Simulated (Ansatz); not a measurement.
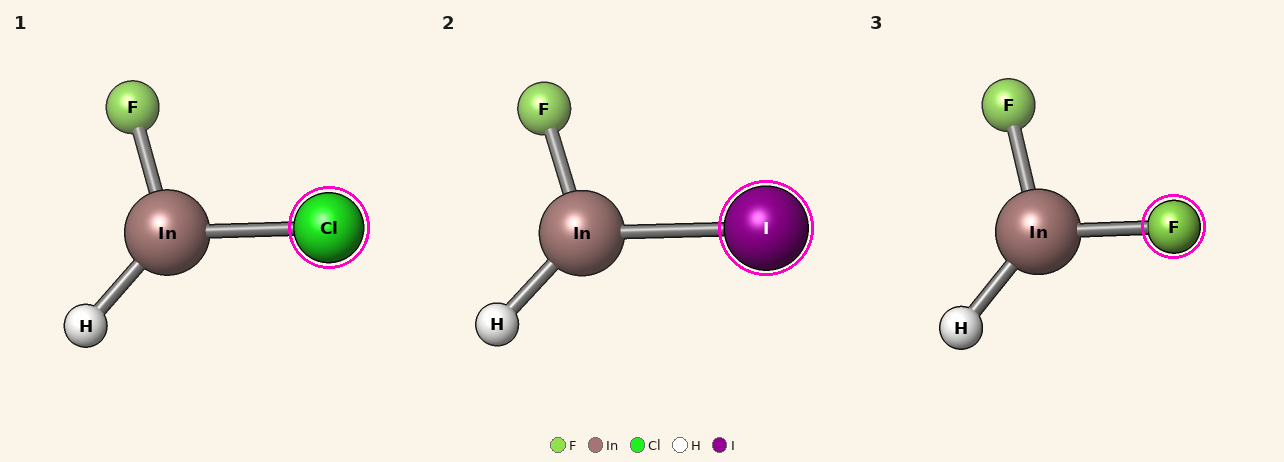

3 molecules with one skeleton, seen from the same side and at one scale; the atom that differs is circled. Each species is neutral and a spin singlet. Computed geometries: PBE0-D4/def2-TZVP optimisations, one conformation each. Properties computed with Ansatz 0.2.0. Elements past Kr carry core potentials.

One atom differs, called X below: Cl in panel 1, I in panel 2, F in panel 3. Their formulas are ClFHIn (`[F][InH][Cl]`), FHIIn (`[F][InH][I]`), F2HIn (`[F][InH][F]`).

Rank them by the dipole moment, lowest first (PBE0-D4/def2-TZVP).

Answer. 2 (I), 1 (Cl), 3 (F).

Rank them by the harmonic zero-point energy, lowest first (PBE0-D4/def2-TZVP).

Answer. 2 (I), 1 (Cl), 3 (F).

Give the values. With PBE0-D4/def2-TZVP: length of X–In (Å), angle F–In–X (°), dipole moment (D), harmonic zero-point energy (kJ/mol). With PBE0-D4/def2-TZVPP: HOMO energy (Kohn–Sham orbital) (eV), HOMO–LUMO gap (eV).

```
                            quantity  1 (Cl)  2 (I)  3 (F)
                  length of X–In (Å)   2.305  2.630  1.935
                    angle F–In–X (°)   109.3  110.8  106.8
                   dipole moment (D)    3.03   2.60   3.54
 harmonic zero-point energy (kJ/mol)    23.0   21.7   24.6
HOMO energy (Kohn–Sham orbital) (eV)   −9.08  −7.93  −9.95
                  HOMO–LUMO gap (eV)    7.24   5.98   8.10
```
